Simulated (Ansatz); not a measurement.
# CH₄OSi: a short trajectory

The task is to watch the atoms for 60 steps of 0.5 fs, started with velocities for 300 K and run at constant energy, and see to which side of the barrier the system falls.

Method: PBE0-D4/def2-SVP; program: Ansatz 0.2.0, Gaussian basis.

### 1 The system as given

The start, a first-order saddle point found at PBE0-D4 in triple zeta: 7 atoms, charge 0, spin multiplicity 1.

Atoms are counted from 1 here; the program's logs count them from 0.

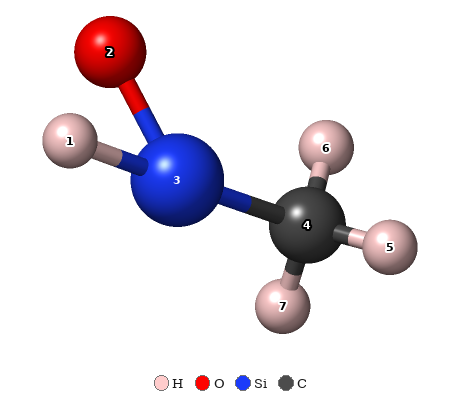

The starting geometry (hydrogen pink, oxygen red, silicon blue, carbon dark grey); atoms are numbered from 1 in the order of the file.

Geometry (Å):

```xyz
7
CH4OSi
H    -0.1986   -2.2992   -0.7538
O    -1.2828   -1.6155   -0.0052
Si    0.0557   -0.8491   -0.3300
C     0.3210    0.9263    0.1944
H     1.2173    1.0224    0.8136
H    -0.5587    1.2455    0.7626
H     0.4461    1.5697   -0.6815
```

### 2 The run

Contents of md/in.yaml:

```yaml
crystal:
  periodic: [false, false, false]
  atoms:
    - {symbol: H, position_ang: [-0.198641, -2.299239, -0.753763]}
    - {symbol: O, position_ang: [-1.282775, -1.615509, -0.005243]}
    - {symbol: Si, position_ang: [0.055743, -0.849120, -0.329962]}
    - {symbol: C, position_ang: [0.320973, 0.926307, 0.194422]}
    - {symbol: H, position_ang: [1.217278, 1.022391, 0.813584]}
    - {symbol: H, position_ang: [-0.558651, 1.245490, 0.762578]}
    - {symbol: H, position_ang: [0.446074, 1.569681, -0.681515]}
basis:
  gaussian: {orbitals: def2-SVP}
hamiltonian: {xc: pbe0, dispersion: d4}
md: {n_steps: 60, timestep: 0.5, temperature: 300, ensemble: nve, seed: 528, initial_velocities: maxwell_boltzmann}
```

Run with:

```
> ansatz run in.yaml --threads 2 --pin off --events-out ev --progress --plain --max-ram 4352MiB
```

Before running it: what results should come out? Wanted: temperature at the start; mean temperature, second half; lowest and highest potential energy, from the first frame; largest change of potential + kinetic.

As calculated:

```
                                                 quantity              value
                                                   length  60 steps, 30.0 fs
                                 temperature at the start              300 K
                            mean temperature, second half             2132 K
lowest and highest potential energy, from the first frame   -1999 and 66 meV
                    largest change of potential + kinetic            2.8 meV
```

In words: By the last frame it has moved towards the side where H1–Si3 form. The system runs downhill by 2.00 eV, and that energy turns into motion. With no thermostat the total energy should stay fixed; it holds within 2.8 meV, small beside the kinetic energy, so the time step serves. The temperature runs between 199 and 3388 K.
